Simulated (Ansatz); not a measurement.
**AlH4NO (built from SMILES [NH2][AlH][OH]): search for a transition state**

Wanted: the transition state of a 1,2-elimination (form H2–H4 and break Al1–H2, N3–H4). The guess is relaxed with those distances held, a saddle search follows, and vibrations and two downhill relaxations check it.

Method: PBE0-D4, def2-SVP first, then def2-TZVP; program: Ansatz 0.2.0, Gaussian basis.

**1. Starting geometry**

The guess: 7 atoms, charge 0, spin multiplicity 1.

Atoms are counted from 1 here; the program's logs count them from 0.

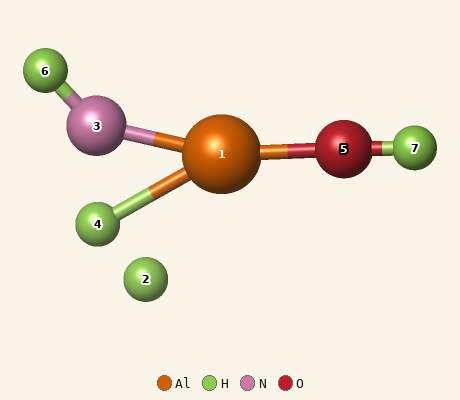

Start geometry, drawn with aluminium orange, hydrogen green, nitrogen pink, oxygen red; atoms are numbered from 1 in the order of the file.

Coordinates:

```xyz
7

Al    0.1913    0.3340   -0.0051
H    -0.6875   -1.0136   -1.1965
N    -0.4500   -0.9215    0.9798
H    -0.7809   -1.3139   -0.2628
O     0.9344    1.6944   -0.5527
H    -0.5598   -1.2554    1.9284
H     1.3526    2.4760   -0.8912
```

Distances that are to change: H2–H4 0.99 Å, Al1–H2 2.00 Å, N3–H4 1.34 Å.

**2. Constrained relaxation of the guess**

hold/in.yaml

```yaml
crystal:
  periodic: [false, false, false]
  atoms:
    - {symbol: Al, position_ang: [0.191300, 0.334000, -0.005100]}
    - {symbol: H, position_ang: [-0.687500, -1.013600, -1.196500]}
    - {symbol: N, position_ang: [-0.450000, -0.921500, 0.979800]}
    - {symbol: H, position_ang: [-0.780900, -1.313900, -0.262800]}
    - {symbol: O, position_ang: [0.934400, 1.694400, -0.552700]}
    - {symbol: H, position_ang: [-0.559800, -1.255400, 1.928400]}
    - {symbol: H, position_ang: [1.352600, 2.476000, -0.891200]}
basis:
  gaussian: {orbitals: def2-SVP}
hamiltonian: {xc: pbe0, dispersion: d4}
relax: {f_tol: 0.08, max_steps: 120, escape_saddle: false, constraints: [{distance: [1, 3]}, {distance: [0, 1]}, {distance: [2, 3]}]}
```

Command:

```bash
> ansatz run in.yaml --threads 2 --pin off --events-out ev --progress --plain --max-ram 4352MiB
```

Standard output (excerpt; [...] marks lines left out):

```text
Functional definition: PBE0
  name "PBE0"
  cite "Adamo & Barone, J. Chem. Phys. 110, 6158 (1999) doi:10.1063/1.478522"
  cite "Perdew, Burke & Ernzerhof, Phys. Rev. Lett. 77, 3865 (1996) doi:10.1103/PhysRevLett.77.3865"
  parent pbe
[...]
691 factors; integrals over basis functions are off by at most 3.5e-4 eV
[...]
mean field -10186.16791856 eV, -374.3347665745 hartree, gradient 4.7e-5 eV, S^2 0.000000; 0 other end points of the search recorded, 0 dependent functions left out
[...]
reference -10186.16794678 eV, -374.3347676115 hartree; 16, 16 occupied and 50, 50 virtual orbitals, 691 factors
relax step   1: F+E_penalty+E_count = -10186.25004709 eV  Δ(F+E_penalty+E_count) = +0.000e0 eV  max|allowed force component| = 4.414e-1 eV/Å  Δτ_max = 0.0000 Å  (24 SCF iters, accepted)
[...]
relax step   4: F+E_penalty+E_count = -10186.28046365 eV  Δ(F+E_penalty+E_count) = -3.281e-3 eV  max|allowed force component| = 1.210e-1 eV/Å  Δτ_max = 0.0250 Å  (24 SCF iters, accepted)
[...]
relax step   7: F+E_penalty+E_count = -10186.28456487 eV  Δ(F+E_penalty+E_count) = -3.402e-4 eV  max|allowed force component| = 2.831e-1 eV/Å  Δτ_max = 0.0103 Å  (25 SCF iters, accepted)
[...]
relax step  10: F+E_penalty+E_count = -10186.29729829 eV  Δ(F+E_penalty+E_count) = -1.094e-2 eV  max|allowed force component| = 3.581e-1 eV/Å  Δτ_max = 0.1000 Å  (28 SCF iters, accepted)
[...]
relax step  13: F+E_penalty+E_count = -10186.31555881 eV  Δ(F+E_penalty+E_count) = -1.889e-3 eV  max|allowed force component| = 1.170e-1 eV/Å  Δτ_max = 0.0352 Å  (24 SCF iters, accepted)
[...]
relax step  14: F+E_penalty+E_count = -10186.31706320 eV  Δ(F+E_penalty+E_count) = -1.504e-3 eV  max|allowed force component| = 2.307e-2 eV/Å  Δτ_max = 0.0421 Å  (24 SCF iters, accepted)
  distance H 1 - H 3 held at 0.985241 Å   reaction = -1.6180e0 eV/Å
  distance Al 0 - H 1 held at 2.001936 Å   reaction = +1.3118e0 eV/Å
  distance N 2 - H 3 held at 1.344443 Å   reaction = +6.6593e-1 eV/Å
691 factors; integrals over basis functions are off by at most 3.3e-4 eV
[...]
mean field -10186.23692767 eV, -374.3373026124 hartree, gradient 2.4e-5 eV, S^2 0.000000; 1 other end points of the search recorded, 0 dependent functions left out
[...]
reference -10186.23695618 eV, -374.3373036602 hartree; 16, 16 occupied and 50, 50 virtual orbitals, 691 factors
Total energy: -10186.31709171 eV, -374.3402485865 hartree
Atom 0 at     0.201748     0.348993     0.042367 Å, force    -0.584559    -0.807187    -0.836985 eV/Å
Atom 1 at    -0.697101    -0.894420    -1.243613 Å, force     0.682026     1.329588    -0.685590 eV/Å
Atom 2 at    -0.423526    -0.941030     0.967742 Å, force    -0.150351    -0.106884    -0.650195 eV/Å
Atom 3 at    -0.750727    -1.203393    -0.309612 Å, force     0.063992    -0.395027     2.162950 eV/Å
Atom 4 at     0.998145     1.795460    -0.265754 Å, force    -0.001445    -0.007001     0.000470 eV/Å
Atom 5 at    -0.555471    -1.375454     1.873488 Å, force    -0.002281    -0.003175     0.003860 eV/Å
Atom 6 at     1.227032     2.269844    -1.064717 Å, force    -0.007382    -0.010314     0.005491 eV/Å
Dipole moment:     0.174244     0.298497    -0.156262 e Å
```

Run time: 15 s. Hardware: 2 threads of Arm Neoverse V1, shared host; peak memory 0.13 GiB.

Along the way: (the energy doesn't fall at every step)

```tsv
step	energy from step 1 (eV)	largest force component (eV/Å)
1	0.0000	0.4414
2	-0.0242	0.2572
3	-0.0271	0.1334
4	-0.0304	0.1210
5	-0.0310	0.1151
6	-0.0342	0.1396
7	-0.0345	0.2831
8	-0.0345	0.3338
9	-0.0363	0.0987
10	-0.0473	0.3581
11	-0.0636	0.0656
12	0.1053	3.1876
13	-0.0655	0.1170
14	-0.0670	0.0231
```

Close pairs (by a distance rule), those that changed most:

```tsv
bond	before (Å)	after (Å)	change (Å)
Al1–H4	1.931	1.855	-0.076
Al1–O5	1.644	1.680	+0.036
Al1–N3	1.720	1.706	-0.013
O5–H7	0.949	0.957	+0.008
N3–H6	1.012	1.013	+0.002
```

**3. Force constants to start from**

hessian/in.yaml

```yaml
crystal:
  periodic: [false, false, false]
  atoms:
    - {symbol: Al, position_ang: [0.201748, 0.348993, 0.042367]}
    - {symbol: H, position_ang: [-0.697101, -0.894420, -1.243613]}
    - {symbol: N, position_ang: [-0.423526, -0.941030, 0.967742]}
    - {symbol: H, position_ang: [-0.750727, -1.203393, -0.309612]}
    - {symbol: O, position_ang: [0.998145, 1.795460, -0.265754]}
    - {symbol: H, position_ang: [-0.555471, -1.375454, 1.873488]}
    - {symbol: H, position_ang: [1.227032, 2.269844, -1.064717]}
basis:
  gaussian: {orbitals: def2-SVP}
hamiltonian: {xc: pbe0, dispersion: d4}
phonons: {}
scf: {lower_state_search: off}
```

Command:

```bash
> ansatz run in.yaml --threads 2 --pin off --events-out ev --progress --plain --max-ram 4352MiB
```

Standard output (excerpt; [...] marks lines left out):

```text
[... 5 set-up lines as earlier in the session ...]
[...]
690 factors; integrals over basis functions are off by at most 3.1e-4 eV
[...]
mean field -10186.23692854 eV, -374.3373026444 hartree, gradient 1.0e-6 eV, S^2 0.000000; 0 other end points of the search recorded, 0 dependent functions left out
[...]
reference -10186.23695704 eV, -374.3373036919 hartree; 16, 16 occupied and 50, 50 virtual orbitals, 690 factors
[... from here to the last solve, the lines of the solves are left out (41 solves) ...]
690 factors; integrals over basis functions are off by at most 3.1e-4 eV
mean field -10186.23679824 eV, -374.3372978561 hartree, gradient 2.5e-6 eV, S^2 0.000000; 0 other end points of the search recorded, 0 dependent functions left out
[...]
reference -10186.23682674 eV, -374.3372989035 hartree; 16, 16 occupied and 50, 50 virtual orbitals, 690 factors
[...]
WARN: phonons: 2 modes above zero are rigid motions of the cell's bodies and no vibrations: the zero-point energy, free energy, entropy and heat capacity leave them out. With what each would have added to F at 1000 K, by the weight of its row in the mesh: 53.58 cm⁻¹ (-0.221 eV; rigid [...]
WARN: phonons: modes at or below zero, which the zero-point energy, F, S and C_V leave out: 1, the lowest at -1240.19 cm⁻¹. A minimum has none, and a first-order saddle one
Total energy: -10186.31709256 eV, -374.3402486180 hartree
Atom 0 at     0.201748     0.348993     0.042367 Å, force    -0.584562    -0.807196    -0.836981 eV/Å
Atom 1 at    -0.697101    -0.894420    -1.243613 Å, force     0.682025     1.329587    -0.685595 eV/Å
Atom 2 at    -0.423526    -0.941030     0.967742 Å, force    -0.150342    -0.106869    -0.650197 eV/Å
Atom 3 at    -0.750727    -1.203393    -0.309612 Å, force     0.063989    -0.395030     2.162947 eV/Å
Atom 4 at     0.998145     1.795460    -0.265754 Å, force    -0.001446    -0.007000     0.000469 eV/Å
Atom 5 at    -0.555471    -1.375454     1.873488 Å, force    -0.002282    -0.003177     0.003863 eV/Å
Atom 6 at     1.227032     2.269844    -1.064717 Å, force    -0.007382    -0.010316     0.005493 eV/Å
Dipole moment:     0.174244     0.298497    -0.156263 e Å
Vibrations: -1240.19 104.24 241.18 359.21 409.91 489.54 553.31 746.00 823.79 979.77 1090.73 1735.35 1949.24 3671.01 4010.26 cm⁻¹, zero-point energy 1.064003 eV
Checks for a lower state left out: stability, starts, cluster_reference, orbital_swaps, neighbouring_geometries, increment
```

It took 27 s on 2 threads of Arm Neoverse V1, shared host; peak memory 0.1 GiB.

The structure is not stationary yet, so these wavenumbers are no spectrum; the search needs only the force constants.

**4. Saddle search in the small basis**

The search itself is an outer loop (partitioned rational-function steps, Bofill update of the Hessian). Each step is one single-point run with forces. It stops when the largest force is under 0.03 eV/Å and the followed curvature is negative. The first step's input:

presaddle/in.yaml

```yaml
crystal:
  periodic: [false, false, false]
  atoms:
    - {symbol: Al, position_ang: [0.201748, 0.348993, 0.042367]}
    - {symbol: H, position_ang: [-0.697101, -0.894420, -1.243613]}
    - {symbol: N, position_ang: [-0.423526, -0.941030, 0.967742]}
    - {symbol: H, position_ang: [-0.750727, -1.203393, -0.309612]}
    - {symbol: O, position_ang: [0.998145, 1.795460, -0.265754]}
    - {symbol: H, position_ang: [-0.555471, -1.375454, 1.873488]}
    - {symbol: H, position_ang: [1.227032, 2.269844, -1.064717]}
basis:
  gaussian: {orbitals: def2-SVP}
hamiltonian: {xc: pbe0, dispersion: d4}
output: {forces: true}
scf: {lower_state_search: off}
```

Command:

```bash
> ansatz run in.yaml --threads 2 --pin off --events-out ev --progress --plain --max-ram 4352MiB
```

Step by step:

```tsv
step	energy (eV)	largest force (eV/Å)	followed curvature (eV/Å²)
1	-10186.31708	2.1629	-8.89
2	-10186.16352	1.1886	-8.54
3	-10186.11083	0.3189	-8.00
4	-10186.11137	0.4414	-6.29
5	-10186.09613	1.2768	-5.89
6	-10186.11419	0.1949	-6.35
7	-10186.11576	0.1151	-6.47
8	-10186.11721	0.0576	-5.86
9	-10186.11648	0.4991	-6.15
10	-10186.11964	0.1710	-5.81
11	-10186.11894	0.1982	-6.16
14	-10186.12060	0.2948	-6.02
17	-10186.12336	0.2111	-5.70
20	-10186.12666	0.2785	-5.45
23	-10186.12691	0.1505	-5.29
26	-10186.13528	0.2253	-5.34
29	-10186.13400	0.2702	-4.01
30	-10186.13390	0.2316	-3.45
31	-10186.13322	0.1725	-3.35
32	-10186.13268	0.1004	-3.50
33	-10186.13272	0.0742	-3.48
34	-10186.13279	0.1620	-3.96
35	-10186.13295	0.0601	-4.05
36	-10186.13306	0.0214	-4.19
```

The 36 steps took 25 s in all (2 threads of Arm Neoverse V1, shared host).

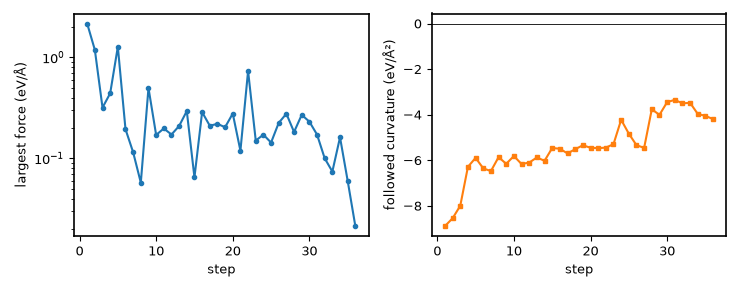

Largest force and followed curvature during the search.

**5. Saddle search in triple zeta**

A small driver takes partitioned rational-function steps: uphill along one mode, downhill along the rest. It calls the program once a step for energy and forces and updates the Hessian by Bofill's formula. It stops when the largest force is under 0.008 eV/Å and the followed curvature is negative. The first step's input:

saddle/in.yaml

```yaml
crystal:
  periodic: [false, false, false]
  atoms:
    - {symbol: Al, position_ang: [0.073060, 0.331074, 0.228725]}
    - {symbol: H, position_ang: [-0.637192, -0.610343, -1.332096]}
    - {symbol: N, position_ang: [-0.384775, -1.017252, 1.111169]}
    - {symbol: H, position_ang: [-0.730956, -1.092469, -0.663710]}
    - {symbol: O, position_ang: [0.614418, 1.757801, -0.488761]}
    - {symbol: H, position_ang: [-0.374233, -1.327430, 2.076272]}
    - {symbol: H, position_ang: [1.439778, 1.958619, -0.931700]}
basis:
  gaussian: {orbitals: def2-TZVP}
hamiltonian: {xc: pbe0, dispersion: d4}
output: {forces: true}
scf: {lower_state_search: off}
```

Command:

```bash
> ansatz run in.yaml --threads 2 --pin off --events-out ev --progress --plain --max-ram 4352MiB
```

Step by step:

```tsv
step	energy (eV)	largest force (eV/Å)	followed curvature (eV/Å²)
1	-10193.09627	0.2499	-4.19
2	-10193.10055	0.1264	-2.92
3	-10193.06630	1.4870	-3.12
4	-10193.07814	0.6576	-3.57
5	-10193.08749	0.6056	-3.57
6	-10193.09736	0.2108	-3.55
7	-10193.09412	0.0756	-3.26
8	-10193.09700	0.1446	-3.08
9	-10193.09747	0.0438	-3.11
10	-10193.09762	0.0345	-3.28
11	-10193.09767	0.0076	-2.71
```

The 11 steps took 13 s in all (2 threads of Arm Neoverse V1, shared host).

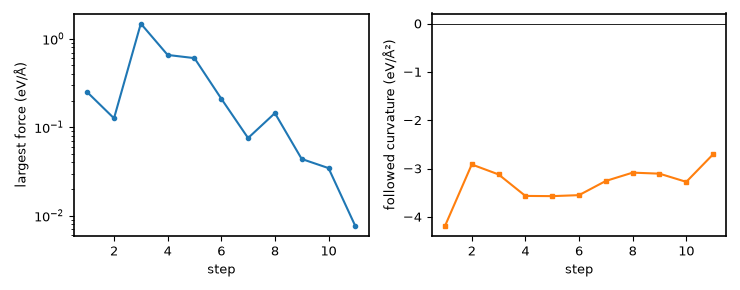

Largest force and followed curvature during the search.

The point found:

```xyz
7
AlH4NO
Al    0.0978    0.3029    0.1473
H    -0.6594   -0.6504   -1.2950
N    -0.3836   -1.0060    1.0742
H    -0.7628   -1.1079   -0.5921
O     0.6164    1.7563   -0.5078
H    -0.3723   -1.3070    2.0356
H     1.4641    2.0122   -0.8622
```

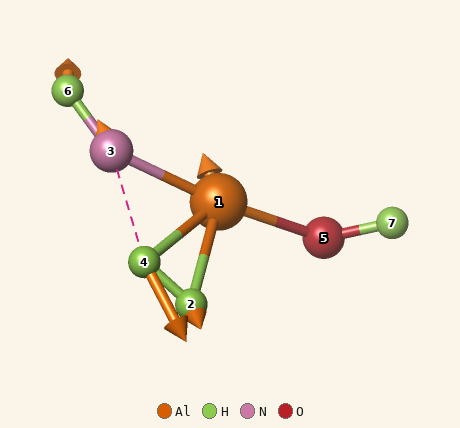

The point found; broken lines mark the pairs that react, arrows the followed mode.

**6. Checking the order of the point**

vib/in.yaml

```yaml
crystal:
  periodic: [false, false, false]
  atoms:
    - {symbol: Al, position_ang: [0.097823, 0.302852, 0.147251]}
    - {symbol: H, position_ang: [-0.659386, -0.650425, -1.294951]}
    - {symbol: N, position_ang: [-0.383599, -1.005958, 1.074227]}
    - {symbol: H, position_ang: [-0.762836, -1.107918, -0.592132]}
    - {symbol: O, position_ang: [0.616362, 1.756280, -0.507847]}
    - {symbol: H, position_ang: [-0.372345, -1.307022, 2.035590]}
    - {symbol: H, position_ang: [1.464081, 2.012192, -0.862237]}
basis:
  gaussian: {orbitals: def2-TZVP}
hamiltonian: {xc: pbe0, dispersion: d4}
phonons: {temperatures: {t_min: 298.15, t_max: 900, t_step: 200}}
```

Command:

```bash
> ansatz run in.yaml --threads 2 --pin off --events-out ev --progress --plain --max-ram 4352MiB
```

Standard output (excerpt; [...] marks lines left out):

```text
[... 5 set-up lines as earlier in the session ...]
[...]
761 factors; their error is unknown
[...]
mean field -10193.02351162 eV, -374.5867049726 hartree, gradient 4.4e-5 eV, S^2 0.000000; 0 other end points of the search recorded, 0 dependent functions left out
[...]
reference -10193.02354088 eV, -374.5867060479 hartree; 16, 16 occupied and 107, 107 virtual orbitals, 761 factors
[... from here to the last solve, the lines of the solves are left out (41 solves) ...]
761 factors; their error is unknown
mean field -10193.02348250 eV, -374.5867039023 hartree, gradient 1.4e-6 eV, S^2 0.000000; 0 other end points of the search recorded, 0 dependent functions left out
[...]
reference -10193.02351176 eV, -374.5867049776 hartree; 16, 16 occupied and 107, 107 virtual orbitals, 761 factors
WARN: phonons: modes at or below zero, which the zero-point energy, F, S and C_V leave out: 2, the lowest at -471.79 cm⁻¹. A minimum has none, and a first-order saddle one
Total energy: -10193.09766674 eV, -374.5894301231 hartree
Atom 0 at     0.097823     0.302852     0.147251 Å, force    -0.005544     0.003629     0.001349 eV/Å
Atom 1 at    -0.659386    -0.650425    -1.294951 Å, force    -0.001995     0.002670     0.000099 eV/Å
Atom 2 at    -0.383599    -1.005958     1.074227 Å, force     0.003375     0.006557    -0.007630 eV/Å
Atom 3 at    -0.762836    -1.107918    -0.592132 Å, force     0.002878    -0.003474     0.001344 eV/Å
Atom 4 at     0.616362     1.756280    -0.507847 Å, force     0.005898    -0.005549    -0.002361 eV/Å
Atom 5 at    -0.372345    -1.307022     2.035590 Å, force    -0.000887    -0.004007     0.004874 eV/Å
Atom 6 at     1.464081     2.012192    -0.862237 Å, force    -0.003726     0.000175     0.002325 eV/Å
Dipole moment:     0.356866     0.288339    -0.316688 e Å
Vibrations: -471.79 -113.30 193.96 283.04 450.67 483.90 573.77 773.05 849.69 917.68 1116.06 1609.20 2914.02 3660.56 3987.68 cm⁻¹, zero-point energy 1.104282 eV
```

Wall time 46 s (2 threads of Arm Neoverse V1, shared host); peak memory 0.19 GiB.

Wavenumbers and character of the modes:

```tsv
mode	wavenumber (cm⁻¹)	character
1	472i	changes H2–H4, Al1–H2, N3–H4
2	113i	torsion
3	194	torsion
4	283	bend
5	451	torsion
6	484	bend
7	574	bend
8	773	Al–O and Al–N stretch
9	850	Al–H stretch with bend
10	918	torsion
11	1116	Al–N and Al–O stretch
12	1609	bend
13	2914	H–H stretch with bend
14	3661	N–H stretch
15	3988	O–H stretch
```

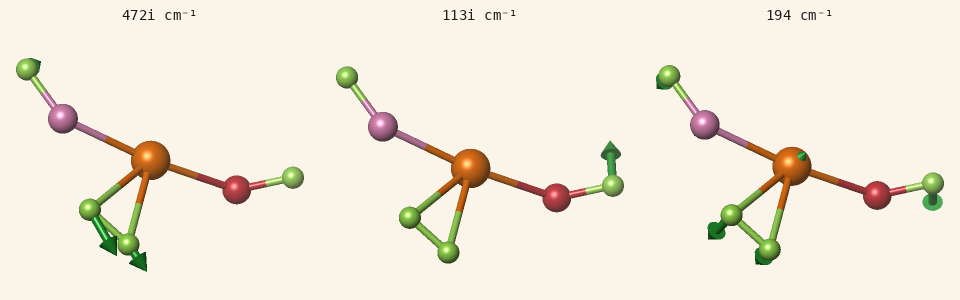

Displacements of 3 modes, as arrows.

Vibrational sums (real modes only):

```tsv
T (K)	entropy (J/mol/K)	heat capacity (J/mol/K)
298	26.3	39.1
498	51.4	58.1
698	72.8	68.7
898	91.0	75.9
```

**7. Summary of results**

```
                 quantity      value
          imaginary modes          2
        lowest wavenumber  472i cm⁻¹
 H2–H4 at the point found    0.845 Å
Al1–H2 at the point found    1.887 Å
 N3–H4 at the point found    1.712 Å
```

**Reading.** A transition state has exactly one imaginary mode. This point has 2, so it is a saddle of higher order and is not used.
